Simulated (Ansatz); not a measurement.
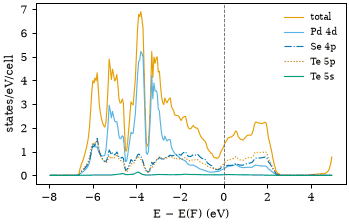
*Total and projected density of states of TePdSe in space group P3m1 (No. 156; Te on 1a, Pd on 1b, Se on 1c), DFT-r²SCAN+D4 in the program Ansatz with PAW potentials*

Q: Which orbitals carry the states next to the Fermi level?

A: Within 0.5 eV of the Fermi level: Te 5p 40 %, Se 4p 29 %, Pd 4d 23 %. Projections are on Löwdin-orthogonalised atomic valence shells; empty p or d shells of many metals are not among them.

Q: Where is the tallest occupied peak in this window, and what makes it?

A: Near -3.8 eV, about 6.9 states/eV per cell; the largest projected share is Pd 4d.

The workflow started from a Materials Project entry (that database holds measured and hypothetical structures alike); the Crystallography Open Database copy checked does not list it. With Te and Se taken as one species the cell has the higher symmetry P-3m1, so it may be an ordered model of a mixed-site phase. Its standing as an ambient phase is unchecked. The cell was relaxed with r²SCAN+D4 under the symmetry of its start; whether a distortion lowers the energy is not shown. The run is not spin-polarised. Spin–orbit coupling is left out wherever it is not named.

Potentials: the later of the program's two PAW sets.
